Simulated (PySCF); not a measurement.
**CH3I (methyl iodide): levels of theory compared**

Aim: a comparison of 6 runs (HF/STO-3G, HF/3-21G, PBE0/STO-3G, PBE0/def2-SVP, M06-2X/def2-SVPD, PBE/6-311G**) of CH3I (methyl iodide). The job is set up through a Python script.

The results are computed with PySCF 2.14.0.

## (1) The molecule

CH3I: 5 atoms, total charge 0, spin state singlet. SMILES: `CI`. The coordinates come from a PBE0-D4/def2-TZVP relaxation.

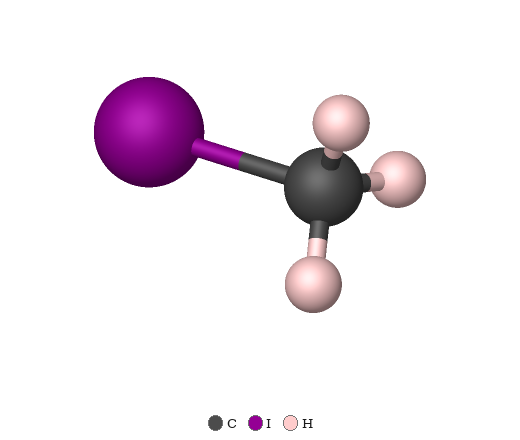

The structure, seen from a chosen angle (carbon dark grey, iodine purple, hydrogen pink).

## (2) Energy and gradient at HF/STO-3G (run 1)

File input.py:

```python
# CI
from pyscf import gto

mol = gto.M(
    atom='''
C     -0.083337    -0.307515     0.289468
I      0.695533     2.566494    -2.415939
H      1.437420    -1.681081     0.195473
H     -0.166731     0.580940     2.136619
H     -1.882885    -1.158818    -0.205621
''',
    max_memory=1860,
    spin=0,
    basis='sto-3g',
    unit='bohr',
    verbose=4,
)

hf = mol.RHF()
hf.conv_tol = 1e-10
hf.kernel()
if not hf.converged:
    hf = hf.newton().run(hf.mo_coeff, hf.mo_occ)

energy = hf.e_tot
print('Final energy', energy)
grad = hf.nuc_grad_method().kernel()
dip = hf.dip_moment()
pop, q = hf.mulliken_pop()
```

Run with:

```bash
$ OMP_NUM_THREADS=1 python input.py
```

The program printed:

```text
PySCF version 2.14.0

[... 55 lines left out ...]
converged SCF energy = -6889.83895633611
Final energy -6889.838956336108
[... 11 lines left out ...]
Dipole moment(X, Y, Z, Debye): -0.35176, -1.29799,  1.22185
[... 41 lines left out ...]
charge of    4H =      0.08780
```

Run time: 2.7 s. Hardware: 1 thread of Arm Neoverse N1, shared host; peak memory 0.12 GiB.

## (3) Energy and forces at HF/3-21G (run 2)

File job.py:

```python
# CI
import pyscf.grad
from pyscf import gto

mol = gto.M(
    atom='''
C       -0.044100      -0.162730       0.153180
I        0.368060       1.358130      -1.278460
H        0.760650      -0.889590       0.103440
H       -0.088230       0.307420       1.130650
H       -0.996380      -0.613220      -0.108810
''',
    basis='3-21g',
    max_memory=1860,
    verbose=4,
)

calc0 = mol.RHF()
calc0.conv_tol = 1e-10
calc0.kernel()
if not calc0.converged:
    calc0 = calc0.newton().run(calc0.mo_coeff, calc0.mo_occ)

e_final = calc0.e_tot
print('E = %.10f Eh' % e_final)
grad = calc0.Gradients().kernel()
calc0.analyze()
```

Run with:

```bash
$ OMP_NUM_THREADS=1 python job.py
```

The program printed:

```text
PySCF version 2.14.0

[... 72 lines left out ...]
Nuclear Repulsion Energy =             120.244507858487651
[... 11 lines left out ...]
MO #6   energy= -37.8065713010649  occ= 2
[... 9 lines left out ...]
MO #16  energy= -7.2365386095274   occ= 2
[... 9 lines left out ...]
MO #26  energy= -0.799993427221861 occ= 2
[... 9 lines left out ...]
MO #36  energy= 0.553973473486244  occ= 0
[... 9 lines left out ...]
MO #46  energy= 1.86552413225906   occ= 0
[... 54 lines left out ...]
Dipole moment(X, Y, Z, Debye): -0.35804, -1.32116,  1.24366
```

Run time: 2.8 s. Hardware: 1 thread of Arm Neoverse N1, shared host; peak memory 0.12 GiB.

## (4) Energy and forces at PBE0/STO-3G (run 3)

File start.xyz:

```xyz
5
CH3I
C     -0.044100    -0.162730     0.153180
I      0.368060     1.358130    -1.278460
H      0.760650    -0.889590     0.103440
H     -0.088230     0.307420     1.130650
H     -0.996380    -0.613220    -0.108810
```

File calc.py:

```python
# CI
from pyscf import gto, dft

mol = gto.M(
    atom='start.xyz',
    verbose=4,
    max_memory=1860,
    basis='sto-3g',
    spin=0,
    charge=0,
)

mf = dft.RKS(mol, xc='pbe0')
mf.conv_tol = 1e-10
mf.grids.level = 5
mf.kernel()
if not mf.converged:
    mf = mf.newton().run(mf.mo_coeff, mf.mo_occ)

e_final = mf.e_tot
print(f'total energy: {e_final:.8f} hartree')
grad = mf.nuc_grad_method().kernel()
mf.analyze()
```

Run with:

```bash
$ OMP_NUM_THREADS=1 python calc.py
```

The program printed:

```text
PySCF version 2.14.0

[... 81 lines left out ...]
Total Energy =                       -6891.949836027213678
[... 9 lines left out ...]
MO #3   energy= -164.827563108532  occ= 2
[... 7 lines left out ...]
MO #11  energy= -22.1163523893214  occ= 2
[... 7 lines left out ...]
MO #19  energy= -4.48761854340222  occ= 2
[... 7 lines left out ...]
MO #27  energy= -0.422456387861154 occ= 2
[... 7 lines left out ...]
MO #35  energy= 0.464808710566828  occ= 0
[... 43 lines left out ...]
Dipole moment(X, Y, Z, Debye): -0.34313, -1.26612,  1.19185
```

Wall time 9.3 s (1 thread of Arm Neoverse N1, shared host); peak memory 0.4 GiB.

Runs 4 to 5 aren't shown in full; the table further down has their settings and results.

## (5) Energy and forces at PBE/6-311G(d,p) (run 6)

File job.py:

```python
# CI
import pyscf.grad
from pyscf import gto, dft

mol = gto.M(
    atom='''
C     -0.083337    -0.307515     0.289468
I      0.695533     2.566494    -2.415939
H      1.437420    -1.681081     0.195473
H     -0.166731     0.580940     2.136619
H     -1.882885    -1.158818    -0.205621
''',
    max_memory=1860,
    verbose=4,
    unit='bohr',
    basis='6-311g**',
)

myscf = dft.RKS(mol, xc='pbe')
myscf.conv_tol = 1e-10
myscf.grids.level = 5
myscf.kernel()
if not myscf.converged:
    myscf = myscf.newton().run(myscf.mo_coeff, myscf.mo_occ)

e_tot = myscf.e_tot
print('E(%s) = %.9f' % ('PBE', e_tot))
grad = myscf.Gradients().kernel()
dip = myscf.dip_moment()
pop, q = myscf.mulliken_pop()
```

Run with:

```bash
$ OMP_NUM_THREADS=1 python job.py
```

The program printed:

```text
PySCF version 2.14.0

[... 78 lines left out ...]
converged SCF energy = -6958.77940940603
[... 13 lines left out ...]
Dipole moment(X, Y, Z, Debye): -0.35028, -1.29252,  1.21670
[... 104 lines left out ...]
charge of    4H =      0.17890
```

Run time: 31 s. Hardware: 1 thread of Arm Neoverse N1, shared host; peak memory 0.96 GiB.

## (6) All runs side by side

| run | level | integration grid | core potential | energy (Eh) | dipole moment (D) | HOMO energy (eV) | LUMO energy (eV) | wall time |
| --- | --- | --- | --- | --- | --- | --- | --- | --- |
| 1 | HF/STO-3G | – | – | -6889.838956 | 1.82 | -7.40 | 8.35 | 2.7 s |
| 2 | HF/3-21G | – | – | -6926.700204 | 1.85 | -9.66 | 3.36 | 2.8 s |
| 3 | PBE0/STO-3G | 5 | – | -6891.949836 | 1.77 | -4.89 | 3.50 | 9.3 s |
| 4 | PBE0/def2-SVP (core potential) | 5 | def2-svp | -337.538527 | 1.62 | -7.21 | -0.55 | 16 s |
| 5 | M06-2X/def2-SVPD (core potential) | 5 | def2-svp | -337.475544 | 1.71 | -8.45 | -0.22 | 43 s |
| 6 | PBE/6-311G** | 5 | – | -6958.779409 | 1.81 | -6.18 | -1.66 | 31 s |

## (7) Summary of results

| quantity | value |
| --- | --- |
| run 6: total energy | -6958.77941 Eh |
| run 6: dipole moment | 1.81 D |
| run 6: HOMO energy | -6.18 eV |
| run 6: LUMO energy | -1.66 eV |
| run 6: HOMO–LUMO gap | 4.52 eV |
| run 6: largest force on an atom | 0.628 eV/Å |

**Reading.** The dipole moment (its size) runs from 1.62 D (PBE0/def2-SVP) to 1.85 D (HF/3-21G). The two ends differ in method and basis and core potential. The HOMO–LUMO gap runs from 4.52 eV (PBE/6-311G**) to 15.75 eV (HF/STO-3G). The two ends differ in method and basis. Totals of different functionals can't be ranked against each other. Some runs of one species differ in core potentials or relativity; totals across that change don't compare. In runs 1, 3 the basis is minimal, so the values are rough. In runs 1, 2, 3, 6 relativity is left out where basis or elements ask for it. All runs together took 1.7 min, the longest 43 s.
